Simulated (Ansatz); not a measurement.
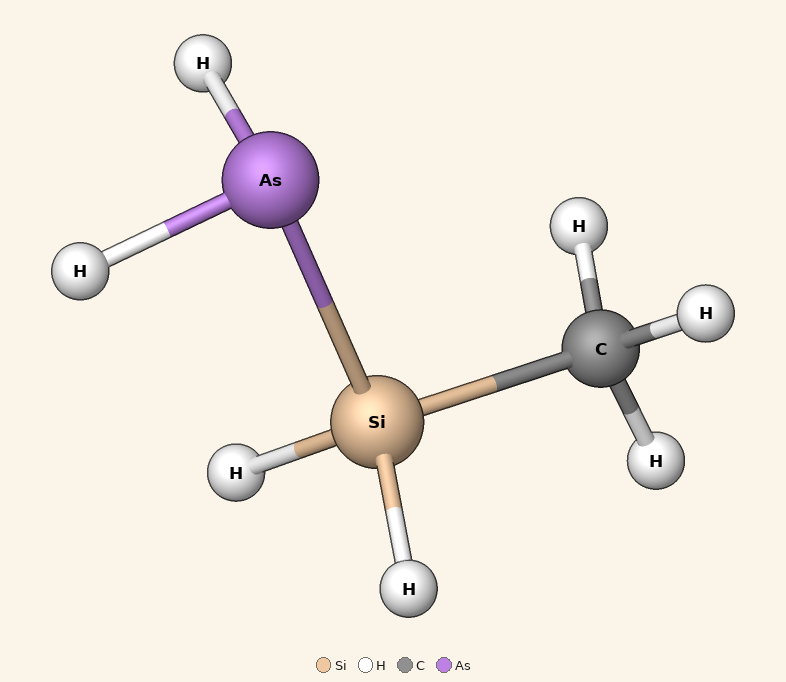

Harmonic vibrations computed with RKS PBE0-D4/def2-TZVP (Ansatz 0.2.0) at a stationary point of the same level.

Question: Minimum or transition state?

Answer: A minimum: no imaginary frequency, and the lowest mode lies at 116 cm⁻¹.

Question: List the wavenumbers.

Answer: 24 modes: 116, 146, 161, 357, 427, 537, 569, 686, 701, 758, 881, 884, 945, 982, 1276, 1450, 1451, 2203, 2206, 2215, 2220, 3053, 3138, 3141 cm⁻¹.
